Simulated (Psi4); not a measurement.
# Single-point calculation of BBr3

- system: BBr3, SMILES BrB(Br)Br
- method: wB97M-V/def2-TZVPP, RKS (Psi4 1.11)

The geometry was optimised with PBE0/def2-TZVP.

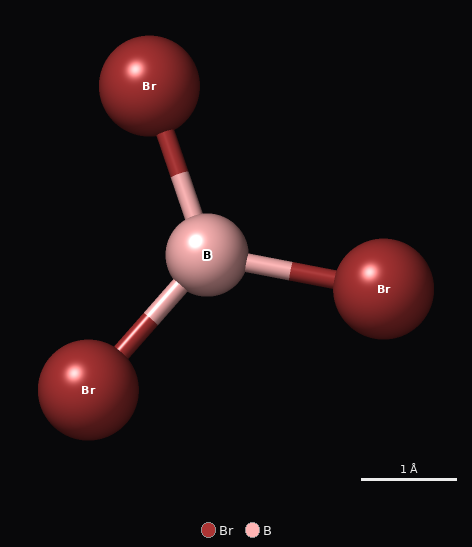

**Figure 1.** The input geometry (ball-and-stick view, seen on its broad side). Bond lengths as drawn: B–Br 1.90 Å.

Input file (job.py)
```python
import psi4

psi4.set_memory(3300000000)
psi4.set_num_threads(2)
psi4.core.set_output_file('run.log', False)

with open('bbr3.xyz') as f:
    atoms = ''.join(f.readlines()[2:])
mol = psi4.geometry('0 1\n' + atoms + 'symmetry c1')

psi4.set_options({
    'basis': 'def2-TZVPP',
    'reference': 'rks',
    'scf_type': 'df',
    'dft_radial_points': 99,
    'dft_spherical_points': 590,
    'dft_vv10_postscf': True,
})

result, w = psi4.energy('WB97M-V', molecule=mol, return_wfn=True)
print(f'total energy {result:.8f} hartree = {result * 27.211386:.5f} eV')
```

File bbr3.xyz
```
4
BBr3
Br    -1.510970    -0.969240     0.554330
B      0.026440    -0.013480    -0.010870
Br     1.731680    -0.462350     0.686800
Br    -0.141440     1.391300    -1.273410
```

Launched with:
```bash
python job.py
```

The program's output
```
=> Loading Basis Set <=

    Name: DEF2-TZVPP
    Role: ORBITAL
    Keyword: BASIS

         ---------------------------------------------------------
                                   SCF
                              RKS Reference
                        2 Threads,   3147 MiB Core
         ---------------------------------------------------------

  ==> Geometry <==

    Molecular point group: c1
    Full point group: C1

    Geometry (in Angstrom), charge = 0, multiplicity = 1:

       Center              X                  Y                   Z               Mass
    ------------   -----------------  -----------------  -----------------  -----------------
         BR          -1.537394073910    -0.955807778271     0.565094887805    78.918337600000
         B            0.000015926090    -0.000047778271    -0.000105112195    11.009305360000
         BR           1.705255926090    -0.448917778271     0.697564887805    78.918337600000
         BR          -0.167864073910     1.404732221729    -1.262645112195    78.918337600000

  Running in c1 symmetry.

  Rotational constants: A =      0.03961  B =      0.03960  C =      0.01980 [cm^-1]
  Rotational constants: A =   1187.33103  B =   1187.04340  C =    593.59360 [MHz]
  Nuclear repulsion =  738.587002176523242

  Charge       = 0
  Multiplicity = 1
  Electrons    = 110
  Nalpha       = 55
  Nbeta        = 55

  ==> Algorithm <==

  SCF Algorithm Type is DF.
  DIIS enabled.
  MOM disabled.
  Fractional occupation disabled.
  Guess Type is SAD.
  Energy threshold   = 1.00e-06
  Density threshold  = 1.00e-06
  Integral threshold = 1.00e-12

  ==> Primary Basis <==

  Basis Set: DEF2-TZVPP
    Blend: DEF2-TZVPP
    Number of shells: 59
    Number of basis functions: 175
    Number of Cartesian functions: 201
    Spherical Harmonics?: true
    Max angular momentum: 3

  ==> DFT Potential <==

   => LibXC <=

    Version 7.1.2

   => Composite Functional: WB97M-V <=

    wB97M-V Hyb-GGA Exchange-Correlation Functional

    Deriv               =              1
    GGA                 =           TRUE
    Meta                =           TRUE

    Exchange Hybrid     =           TRUE
    MP2 Hybrid          =          FALSE

   => Exchange-Correlation Functionals <=

    1.0000   wB97M-V exchange-correlation functional

   => Exact (HF) Exchange <=

    0.8500            HF,LR [omega = 0.3000]
    0.1500               HF

   => LibXC Density Thresholds  <==

    XC_HYB_MGGA_XC_WB97M_V:  1.00E-13

   => VV10 Non-Local Parameters <=

    VV10 B              =     6.0000E+00
    VV10 C              =     1.0000E-02

   => Molecular Quadrature <=

    Radial Scheme          =       TREUTLER
    Pruning Scheme         =           NONE
    Nuclear Scheme         =       TREUTLER

    Blocking Scheme        =         OCTREE
    BS radius alpha        =              1
    Pruning alpha          =              1
    Radial Points          =             99
    Spherical Points       =            590
    Total Points           =         217529
    Total Blocks           =           1706
    Max Points             =            256
    Max Functions          =            154
    Weights Tolerance      =       1.00E-15

   => Loading Basis Set <=

    Name: (DEF2-TZVPP AUX)
    Role: JKFIT
    Keyword: DF_BASIS_SCF

  ==> Integral Setup <==

  DFHelper Memory: AOs need 0.578 GiB; user supplied 0.578 GiB.
  SCF_SUBTYPE=INCORE selected. In-core MEM_DF algorithm will be used.
  Using in-core AOs.

  ==> MemDFJK: Density-Fitted J/K Matrices <==

    J tasked:                   Yes
    K tasked:                   Yes
    wK tasked:                  Yes
    Omega:                3.000E-01
    Memory [MiB]:               591
    Algorithm:                 Core
    Schwarz Cutoff:           1E-12
    Mask sparsity (%):       5.5967
    Fitting Condition:        1E-10

   => Auxiliary Basis Set <=

  Basis Set: (DEF2-TZVPP AUX)
    Blend: DEF2-UNIVERSAL-JKFIT
    Number of shells: 205
    Number of basis functions: 873
    Number of Cartesian functions: 1202
    Spherical Harmonics?: true
    Max angular momentum: 5

  Cached 50.0% of DFT collocation blocks in 0.962 [GiB].

  Minimum eigenvalue in the overlap matrix is 1.0334521562E-03.
  Reciprocal condition number of the overlap matrix is 1.9070061886E-04.
    Using symmetric orthogonalization.

  ==> Pre-Iterations <==

  SCF Guess: Superposition of Atomic Densities via on-the-fly atomic UHF (no occupation information).

   -------------------------
    Irrep   Nso     Nmo
   -------------------------
     A        175     175
   -------------------------
    Total     175     175
   -------------------------

  VV10: post-SCF option active

  ==> Iterations <==

                           Total Energy        Delta E     RMS |[F,P]|

   @DF-RKS iter SAD: -7743.00382496167458   -7.74300e+03   0.00000e+00
   @DF-RKS iter   1: -7746.62158051195547   -3.61776e+00   1.40728e-02 ADIIS/DIIS
   @DF-RKS iter   2: -7746.91548031590628   -2.93900e-01   1.14917e-02 ADIIS/DIIS
   @DF-RKS iter   3: -7747.44049610668480   -5.25016e-01   6.63227e-04 ADIIS/DIIS
   @DF-RKS iter   4: -7747.44705448465902   -6.55838e-03   2.48199e-04 ADIIS/DIIS
   @DF-RKS iter   5: -7747.44810511044125   -1.05063e-03   1.74534e-05 DIIS
   @DF-RKS iter   6: -7747.44811833246877   -1.32220e-05   4.47520e-06 DIIS
   @DF-RKS iter   7: -7747.44811953282897   -1.20036e-06   7.54960e-07 DIIS
   @DF-RKS iter   8: -7747.44811956408557   -3.12566e-08   1.42318e-07 DIIS
  Energy and wave function converged.

  ==> Computing Non-Self-Consistent VV10 Energy Correction <==

  ==> Post-Iterations <==

   Electrons on quadrature grid:
      Ntotal   =  109.9999994014 ; deviation = -5.986e-07

    Orbital Energies [Eh]
    ---------------------

    Doubly Occupied:

       1A   -483.528294     2A   -483.528281     3A   -483.528270
       4A    -62.833863     5A    -62.833850     6A    -62.833838
       7A    -56.520182     8A    -56.520166     9A    -56.520154
      10A    -56.518575    11A    -56.518561    12A    -56.518549
      13A    -56.517869    14A    -56.517856    15A    -56.517842
      16A     -8.917357    17A     -8.917342    18A     -8.917328
      19A     -7.056230    20A     -6.700783    21A     -6.700769
      22A     -6.700757    23A     -6.694870    24A     -6.694855
      25A     -6.694843    26A     -6.692502    27A     -6.692488
      28A     -6.692476    29A     -2.782621    30A     -2.782607
      31A     -2.782591    32A     -2.780998    33A     -2.780983
      34A     -2.780967    35A     -2.779186    36A     -2.779172
      37A     -2.779159    38A     -2.774462    39A     -2.774444
      40A     -2.774430    41A     -2.774324    42A     -2.774309
      43A     -2.774292    44A     -0.964241    45A     -0.917001
      46A     -0.916981    47A     -0.616755    48A     -0.523325
      49A     -0.523323    50A     -0.482761    51A     -0.418821
      52A     -0.418812    53A     -0.413089    54A     -0.413078
      55A     -0.387852

    Virtual:

      56A     -0.004166    57A      0.073484    58A      0.102843
      59A      0.135963    60A      0.135975    61A      0.177442
      62A      0.178594    63A      0.178605    64A      0.259002
      65A      0.268958    66A      0.268974    67A      0.304431
      68A      0.304454    69A      0.309564    70A      0.309574
      71A      0.328311    72A      0.328312    73A      0.342116
      74A      0.345198    75A      0.375808    76A      0.391348
      77A      0.391361    78A      0.419832    79A      0.449447
      80A      0.449465    81A      0.566505    82A      0.566523
      83A      0.571707    84A      0.588637    85A      0.606697
      86A      0.620511    87A      0.620518    88A      0.664263
      89A      0.768917    90A      0.768922    91A      0.828283
      92A      0.890846    93A      0.890855    94A      0.996648
      95A      1.002751    96A      1.002759    97A      1.072668
      98A      1.198300    99A      1.198389   100A      1.291843
     101A      1.291874   102A      1.336852   103A      1.379485
     104A      1.384978   105A      1.387381   106A      1.387409
     107A      1.398089   108A      1.398108   109A      1.427550
     110A      1.427588   111A      1.443948   112A      1.444764
     113A      1.457231   114A      1.457238   115A      1.565530
     116A      1.565564   117A      1.577627   118A      1.588885
     119A      1.588912   120A      1.600590   121A      1.609307
     122A      1.609310   123A      1.611827   124A      1.643942
     125A      1.643975   126A      1.674347   127A      1.678584
     128A      1.678595   129A      1.704866   130A      1.730661
     131A      1.743274   132A      1.744601   133A      1.744621
     134A      1.787669   135A      1.853263   136A      1.853330
     137A      1.860440   138A      1.919116   139A      1.919159
     140A      1.993377   141A      1.993391   142A      2.082765
     143A      2.101557   144A      2.101579   145A      2.239033
     146A      2.239045   147A      2.357597   148A      2.357605
     149A      2.450379   150A      2.468830   151A      2.468953
     152A      2.624000   153A      2.786648   154A      2.855534
     155A      2.855614   156A      2.873932   157A      4.068138
     158A      4.068152   159A      4.078206   160A      4.111249
     161A      4.113224   162A      4.113241   163A      4.188286
     164A      4.208563   165A      4.208588   166A      4.212577
     167A      4.212648   168A      4.334891   169A      4.396706
     170A      4.396779   171A      4.420761   172A      7.613974
     173A      7.654320   174A      7.654466   175A     14.070721

    Final Occupation by Irrep:
              A
    DOCC [    55 ]
    NA   [    55 ]
    NB   [    55 ]

  @DF-RKS Final Energy: -7746.99271303289879

   => Energetics <=

    Nuclear Repulsion Energy =            738.5870021765232423
    One-Electron Energy =              -12253.9857869150255283
    Two-Electron Energy =                3989.9198325666102392
    DFT Exchange-Correlation Energy =    -221.9693990201821236
    Empirical Dispersion Energy =           0.0000000000000000
    VV10 Nonlocal Energy =                  0.4556381591746993
    Total Energy =                      -7746.9927130328987914

Computation Completed

Properties will be evaluated at   0.000000,   0.000000,   0.000000 [a0]

Properties computed using the SCF density matrix

 Multipole Moments:

 ------------------------------------------------------------------------------------
     Multipole            Electronic (a.u.)      Nuclear  (a.u.)        Total (a.u.)
 ------------------------------------------------------------------------------------

 L = 1.  Multiply by 2.5417464519 to convert [e a0] to [Debye]
 Dipole X            :          0.0001535            0.0000035            0.0001570
 Dipole Y            :          0.0002857           -0.0000106            0.0002751
 Dipole Z            :         -0.0002155           -0.0000233           -0.0002389
 Magnitude           :                                                    0.0003967

 ------------------------------------------------------------------------------------

	total time  =         41 seconds =       0.68 minutes
```

Standard output
```
total energy -7746.99271303 hartree = -210806.40905 eV
```

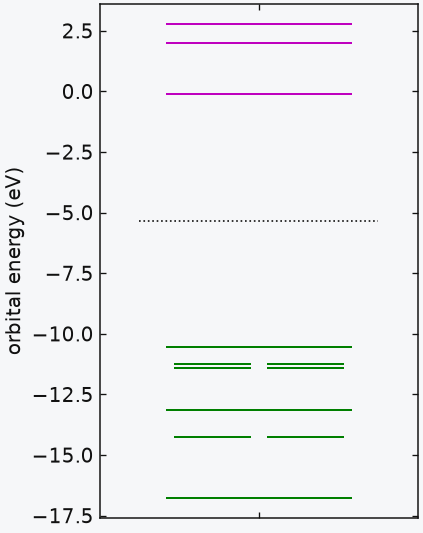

**Figure 2.** Orbital energies near the frontier; the dotted line parts filled from empty levels, and levels within 0.02 eV of each other stand side by side. Highest filled −10.55 eV, lowest empty −0.11 eV, 10.44 eV apart.

Key numbers

- outcome: converged
- total energy: −7746.992713 hartree
- basis functions: 175
- HOMO: −10.55 eV
- LUMO: −0.11 eV
- dipole moment: 0.00 D
- hardware: 2 threads of AMD EPYC (Zen 3), 176 GiB of memory available, shared host
- wall time: 44 s (CPU time 2.4 min)
- peak memory: 1.9 GiB
